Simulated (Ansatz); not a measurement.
# BH3OS: composite energy at a relaxed geometry from a Python script

The task is a composite energy at a relaxed geometry, for BH3OS. SMILES: OBS.

Computed with Ansatz 0.2.0, driven from Python. The levels of theory stand in the script.

**1. Starting point**

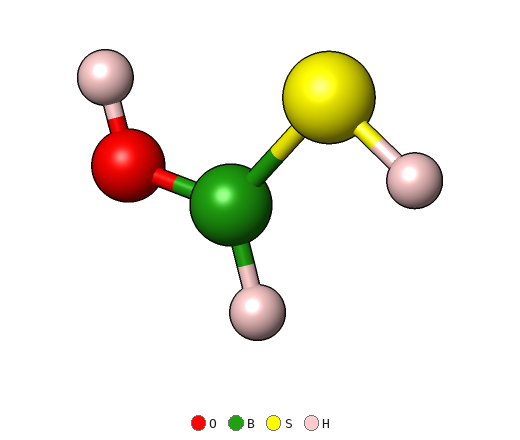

The starting structure, viewed from a chosen angle; oxygen red, boron green, sulfur yellow, hydrogen pink.

The script holds or builds the structure itself.

**2. The script**

Contents of composite_bh3os.py:

```python
# -*- coding: utf-8 -*-
"""Relax BH3OS cheaply, then refine its energy."""

import itertools

import ansatz as az
from ase.data import atomic_numbers, covalent_radii
import numpy as np

geometry_ang = [
    ("O", (-1.0886, -0.08935, -0.98549)),
    ("B", (0.05035, 0.16986, -0.36255)),
    ("S", (0.35898, -0.38087, 1.33668)),
    ("H", (-1.76761, -0.58306, -0.52189)),
    ("H", (0.86826, 0.77093, -0.94092)),
    ("H", (1.57862, 0.11249, 1.47417)),
]
mol = az.Crystal.molecule()
for symbol, xyz in geometry_ang:
    mol = mol.atom(symbol, xyz)

calc = mol.calculation().basis(gaussian="def2-SVP").functional("B3LYP")
symbols = [site.symbol for site in mol.cartesian_sites]
start = np.array([site.position_ang for site in mol.cartesian_sites], dtype=float)
rep = calc.relax(force_tolerance=0.01).run(threads=1).report
end = np.array(rep["positions_ang"])
# pairs closer than 1.2 times the sum of covalent radii, before or after
radius = [covalent_radii[atomic_numbers[s]] for s in symbols]
span = lambda where, i, j: np.linalg.norm(where[i] - where[j])
bonded = [(i, j) for i, j in itertools.combinations(range(len(symbols)), 2) if min(span(start, i, j), span(end, i, j)) < 1.2 * (radius[i] + radius[j])]
print("pair        before    after (A)")
for i, j in bonded:
    print(f"{symbols[i]}{i}-{symbols[j]}{j}".ljust(10), f"{span(start, i, j):8.4f} {span(end, i, j):8.4f}")

minimum = az.Crystal.molecule()
for symbol, place in zip(symbols, end):
    minimum = minimum.atom(symbol, place.tolist())
at_minimum = minimum.calculation()
# MP2 extrapolated to the basis limit, plus the small-basis difference CCSD(T) - MP2
level = lambda method, basis: at_minimum.basis(gaussian=basis).correlation(method).run(threads=1).report
small, large, cluster = level("mp2", "cc-pVDZ"), level("mp2", "cc-pVTZ"), level("ccsd_t", "cc-pVDZ")
corr = lambda each: (each["free_energy_ev"] - each["reference_energy_ev"]) / 27.211386246
mp2_limit = (27 * corr(large) - 8 * corr(small)) / 19
pieces = {"HF / cc-pVTZ": large["reference_energy_ev"] / 27.211386246, "MP2 correlation, DZ-TZ limit": mp2_limit, "CCSD(T) - MP2 / cc-pVDZ": corr(cluster) - corr(small)}
for name, value in pieces.items():
    print(f"{name:32s} {value:14.6f} Ha")
print(f"{'sum':32s} {sum(pieces.values()):14.6f} Ha")
print("T1 diagnostic", round(cluster["correlation"]["coupled_cluster"]["t1_diagnostic"], 4))
```

**3. What the engine is handed**

The package turns the script's settings into the engine's input (first run):

```yaml
crystal:
  periodic: [false, false, false]
  atoms:
    - { symbol: O, position_ang: [-1.0886, -0.08935, -0.98549] }
    - { symbol: B, position_ang: [0.05035, 0.16986, -0.36255] }
    - { symbol: S, position_ang: [0.35898, -0.38087, 1.33668] }
    - { symbol: H, position_ang: [-1.76761, -0.58306, -0.52189] }
    - { symbol: H, position_ang: [0.86826, 0.77093, -0.94092] }
    - { symbol: H, position_ang: [1.57862, 0.11249, 1.47417] }
basis:
  gaussian:
    orbitals: def2-SVP
hamiltonian:
  xc: b3lyp
relax:
  f_tol: 0.01
```

**4. Launch**

Launch:

```sh
> python composite_bh3os.py
```

What it wrote:

```text
pair        before    after (A)
O0-B1        1.3238   1.3516
O0-H3        0.9590   0.9664
B1-S2        1.8127   1.8249
B1-H4        1.1682   1.2033
S2-H5        1.3228   1.3505
HF / cc-pVTZ                        -498.960250 Ha
MP2 correlation, DZ-TZ limit          -0.569440 Ha
CCSD(T) - MP2 / cc-pVDZ               -0.042670 Ha
sum                                 -499.572360 Ha
T1 diagnostic 0.0142
```

Wall time 14 s (1 thread of Arm Neoverse V1, shared host); peak memory 0.27 GiB.

Lines on the test bed's own set-up are left out of the output.

A comment line of the script is reworded here; the code is as run.

**5. The relaxation of run 0, step by step**

Relaxation path:

```csv
step,energy from step 1 (eV),largest force component (eV/Å)
1,0.0000,0.9236
2,-0.0433,0.4514
3,-0.0507,0.1115
4,-0.0517,0.0752
5,-0.0519,0.0333
6,-0.0519,0.0082
```

Step 1 is the start.

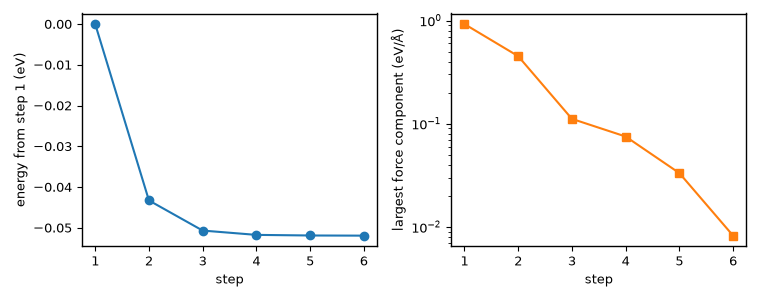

Energy and largest force along the relaxation.

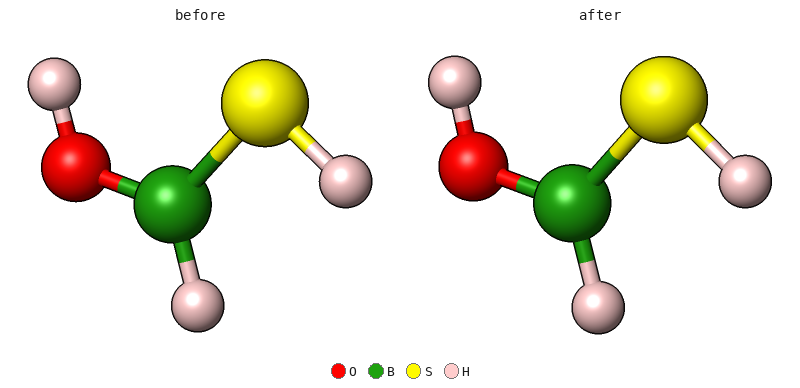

Before and after, at one scale. The change is too small to see at this scale.

Before: Bond lengths: O1–B2 1.324 Å, B2–S3 1.813 Å, O1–H4 0.959 Å, B2–H5 1.168 Å, S3–H6 1.323 Å. Angles: O1–B2–S3 121.9°, O1–B2–H5 118.0°, S3–B2–H5 120.1°, B2–O1–H4 118.8°, B2–S3–H6 98.1°.

After: Bond lengths: O1–B2 1.352 Å, B2–S3 1.825 Å, O1–H4 0.966 Å, B2–H5 1.203 Å, S3–H6 1.351 Å. Angles: O1–B2–S3 121.8°, O1–B2–H5 117.5°, S3–B2–H5 120.7°, B2–O1–H4 115.7°, B2–S3–H6 96.3°.

Run 0 is this relaxation; the runs after it count from 1.

**6. The runs side by side**

The 3 runs, in the order started:

```csv
run,basis,method,energy (eV),iterations in all,CPU time (s)
1,cc-pVDZ,mp2,-13587.1509,11,0.39
2,cc-pVTZ,mp2,-13591.5941,11,1.4
3,cc-pVDZ,ccsd_t,-13588.3120,17,1.2
```

**7. Summary of results**

| quantity | value |
| --- | --- |
| T1 diagnostic | 0.0142 |
| composite energy | -499.572360 Ha |
| runs compared | 3 |

What this shows: All 3 runs converged (11 to 17 cycles). A T1 diagnostic under about 0.02 supports a single-reference treatment, as here. Run 0: After 5 moves the largest shift is 0.033 Å, of atom 5 (H). The sum leaves out core correlation, relativity, the Hartree-Fock basis error and zero-point energy; a DZ-TZ extrapolation is rough. b3lyp holds the VWN-RPA fit, as in Gaussian; the form of ORCA and Turbomole is b3lyp5. Inner cores stay frozen, so this is valence correlation. For Al to Cl the sets with a tight d function, cc-pV(X+d)Z, are usual. An extrapolation from small basis sets is rough.
